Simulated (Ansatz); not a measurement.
# Response to strain in Ti3Al

The parent structure is Ti$_{3}$Al (space group P6_3/mmc, No. 194; a = 5.7471 Å, c = 4.6315 Å). Axes: x lies along a and z along c of the hexagonal cell.

Strains are applied to the cell and any free atomic positions relax; under biaxial strain the out-of-plane vector relaxes too.

Method: r2SCAN (Ansatz, a quantum-chemistry and plane-wave program, PAW, no spin-orbit coupling).

Notes on the quantities. energy relative to the base: free energy F.

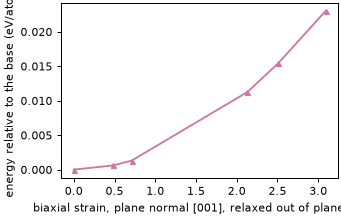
Figure. Energy relative to the base against biaxial strain, plane normal [001], relaxed out of plane

```json
[
 {"biaxial strain, plane normal [001], relaxed out of plane (%)": "0.48", "energy relative to the base": "+0.6 meV/atom"},
 {"biaxial strain, plane normal [001], relaxed out of plane (%)": "0.71", "energy relative to the base": "+1.3 meV/atom"},
 {"biaxial strain, plane normal [001], relaxed out of plane (%)": "2.13", "energy relative to the base": "+11 meV/atom"},
 {"biaxial strain, plane normal [001], relaxed out of plane (%)": "2.51", "energy relative to the base": "+15 meV/atom"},
 {"biaxial strain, plane normal [001], relaxed out of plane (%)": "3.09", "energy relative to the base": "+23 meV/atom"}
]
```

No phonon test of stability was made. The final runs are not spin-polarised.
